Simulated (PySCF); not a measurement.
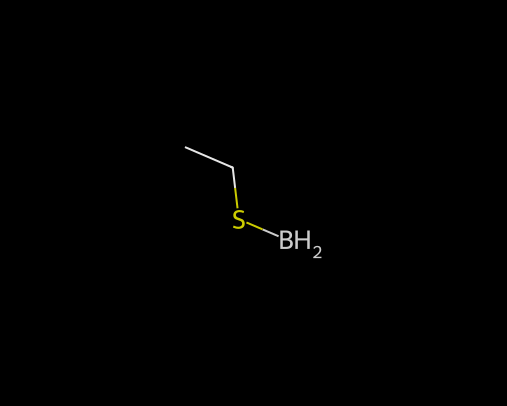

A structural formula.

**Give its SMILES.**

BSCC

**What is the molecular formula?**

C2H7BS.

More results for the same structure follow; atom numbers are the same in all pictures, views and colours differ. The computed structure is the end point of a PBE0-D3(BJ)/def2-SVP optimisation. No frequency run is at hand to confirm it as a minimum.

Geometry

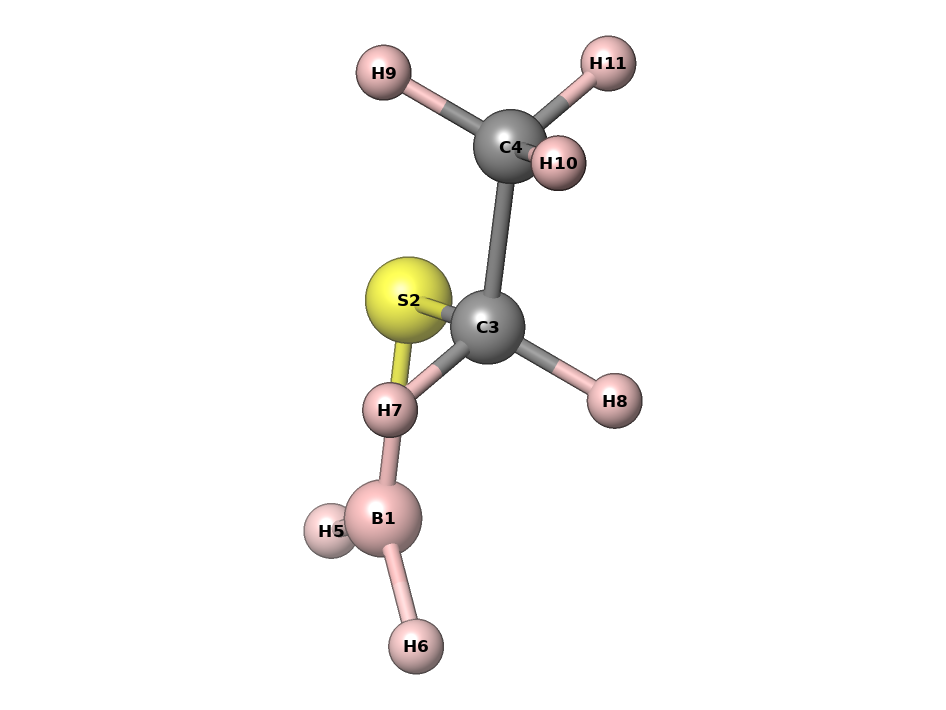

S2 lies behind C3. The molecule seen a little off the C3–S2 bond, C3 in front. Atoms fade into the background with distance from the viewer. No frequency run is at hand to confirm it as a minimum.

**What is the torsion angle C4–C3–S2–B1? The sign is positive where the front bond must turn clockwise to cover the back bond.**

−178°, antiperiplanar (anti).

NMR shielding

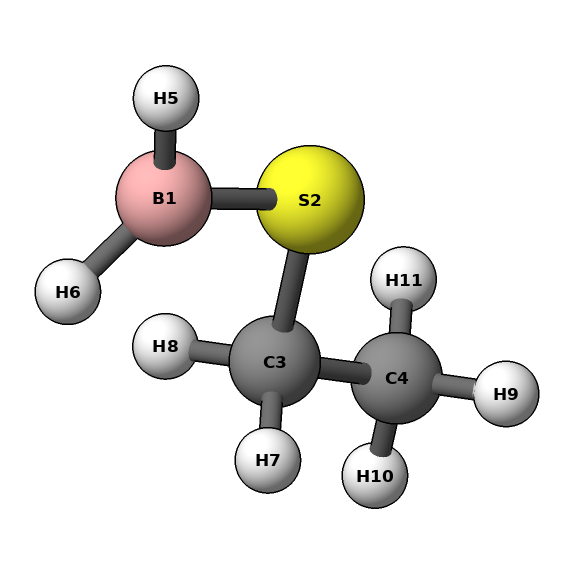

The questions are on isotropic NMR shieldings of the C atoms. No frequency run is at hand to confirm it as a minimum. Method: GIAO LDA/pcSseg-2 NMR shielding, non-relativistic, gas phase (PySCF 2.14.0).

List the isotropic NMR shieldings of the C atoms.

```
atom  σ (ppm)
  C3    140.4
  C4    165.2
```

Electronic properties

No frequency run is at hand to confirm it as a minimum. Properties computed with B97-2/pcSseg-2, gas phase (PySCF 2.14.0).

**What is the dipole moment?**

1.93 D.

**Estimate the HOMO energy (Kohn–Sham orbital).**

−7.50 eV.

**What is the HOMO–LUMO gap?**

6.36 eV.

Charges

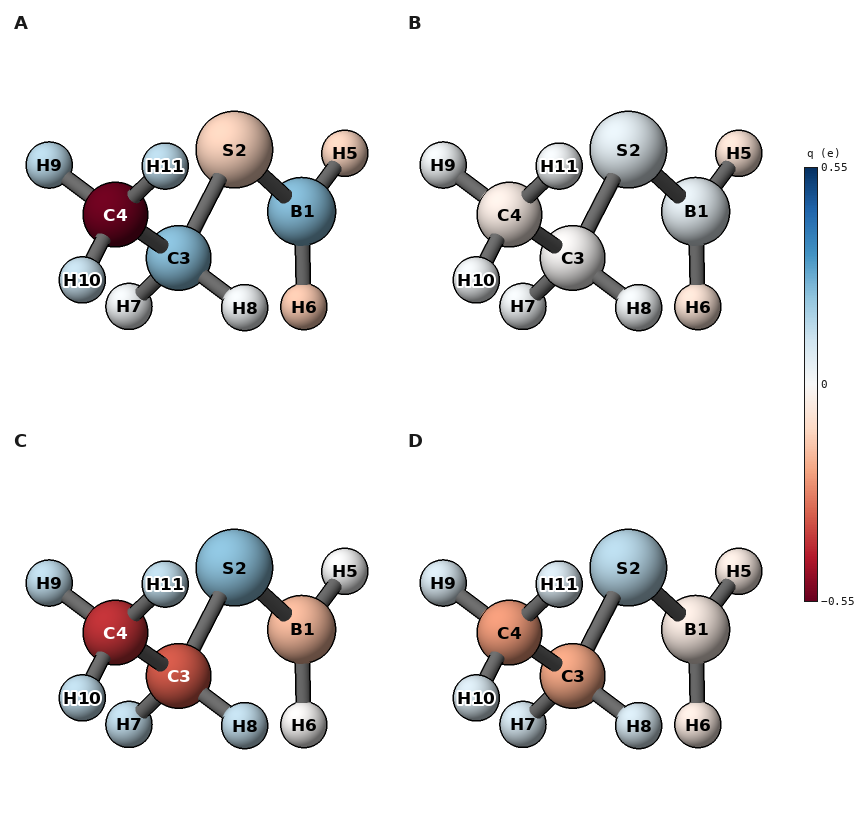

Atomic charges of one calculation by 4 schemes, on one colour scale. No frequency run is at hand to confirm it as a minimum. Method: PBE0/STO-3G (PySCF 2.14.0).

**The schemes are ESP-fitted, Hirshfeld, IAO, Mulliken. Which panel shows which?**

A ESP-fitted, B Hirshfeld, C IAO, D Mulliken.

List the charges (e), one line for each set of equivalent atoms. Atoms whose distances differ by more than 0.02 Å in this geometry are listed apart.

```json
{"atom": "B1", "ESP-fitted": "0.23", "Hirshfeld": "0.05", "IAO": "−0.17", "Mulliken": "−0.05"}
{"atom": "S2", "ESP-fitted": "−0.12", "Hirshfeld": "0.05", "IAO": "0.22", "Mulliken": "0.15"}
{"atom": "C3", "ESP-fitted": "0.23", "Hirshfeld": "−0.01", "IAO": "−0.34", "Mulliken": "−0.21"}
{"atom": "C4", "ESP-fitted": "−0.54", "Hirshfeld": "−0.04", "IAO": "−0.40", "Mulliken": "−0.23"}
{"atom": "H5", "ESP-fitted": "−0.12", "Hirshfeld": "−0.07", "IAO": "0.00", "Mulliken": "−0.04"}
{"atom": "H6", "ESP-fitted": "−0.15", "Hirshfeld": "−0.08", "IAO": "−0.01", "Mulliken": "−0.05"}
{"atom": "H7", "ESP-fitted": "0.02", "Hirshfeld": "0.02", "IAO": "0.13", "Mulliken": "0.09"}
{"atom": "H8", "ESP-fitted": "0.02", "Hirshfeld": "0.02", "IAO": "0.13", "Mulliken": "0.09"}
{"atom": "H9", "ESP-fitted": "0.15", "Hirshfeld": "0.02", "IAO": "0.14", "Mulliken": "0.08"}
{"atom": "H10", "ESP-fitted": "0.13", "Hirshfeld": "0.02", "IAO": "0.14", "Mulliken": "0.09"}
{"atom": "H11", "ESP-fitted": "0.15", "Hirshfeld": "0.02", "IAO": "0.14", "Mulliken": "0.08"}
```

Quadrupole coupling

No frequency run is at hand to confirm it as a minimum. Electric field gradients from the ground-state density, PBE0/6-31G (PySCF 2.14.0), non-relativistic apart from any core potentials.

Give the largest field-gradient component, the quadrupole coupling constant and the asymmetry for 11B at B1 (Q = 40.59 mb), 33S at S2 (Q = −67.81 mb).

```
atom  V_zz (a.u.)  e²qQ/h (MHz)     η
  B1        0.392          3.74  0.45
  S2        1.660         −26.5  0.16
```

Mulliken values depend strongly on the basis set and can even reverse the polarity of a bond.
